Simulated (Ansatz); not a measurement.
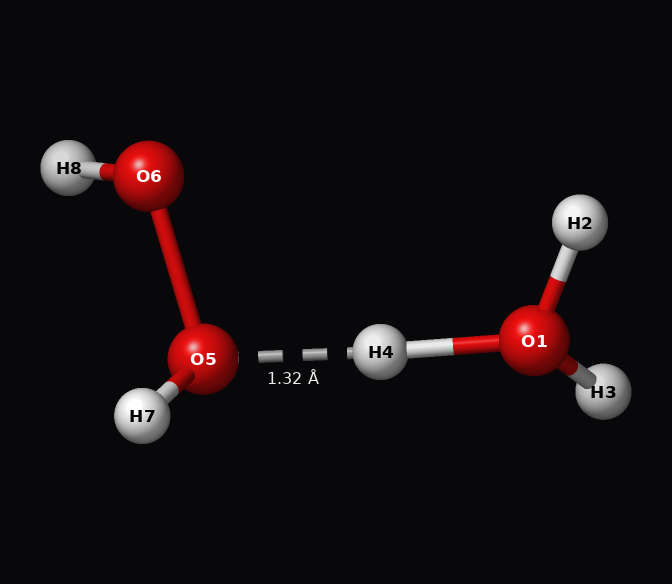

Two molecules or ions; the broken line marks their closest contact (measured against van der Waals radii). Charge +1, singlet. Geometry: a pair of rigid molecules at a changed separation. Program: Ansatz 0.2.0.

Q: Which two species are they?

A: H3O and H2O2 (`OO.[OH3+]`).

Give the counterpoise-corrected interaction energy (kJ/mol, monomers kept as in the pair) with RHF-CCSD(T) (frozen core)/def2-TZVPPD.

| level | interaction energy (kJ/mol) |
| --- | --- |
| RHF-CCSD(T) (frozen core)/def2-TZVPPD | −174.4 |
